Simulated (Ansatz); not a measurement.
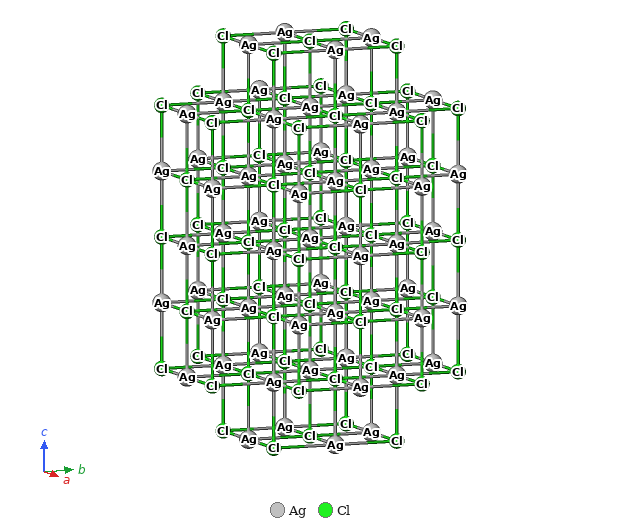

AgCl (space group Fm-3m, No. 225): the input geometry of an electronic-structure calculation (not necessarily at equilibrium); the starting structure was generated, so it need not be a known form of this composition.

Bonds are taken as Ag–Cl below 3.1 Å; no other contact counts. The graph is simplified in the usual way: terminal and isolated atoms are pruned, two-connected atoms become edges.

What kind of net remains, and which atoms are its nodes?

Answer. A uninodal 6-connected, three-periodic net: Ag and Cl are 6-connected nodes.

Does the net have a name?

Answer. It is the pcu net, known from NaCl, ReO3 and the B-X framework of perovskite.

Is the net interpenetrated?

Answer. It is a single net, without interpenetration.

Give the first ten terms of the coordination sequence (nodes one, two, three … edges away).

Answer. Ag and Cl: 6, 18, 38, 66, 102, 146, 198, 258, 326, 402.
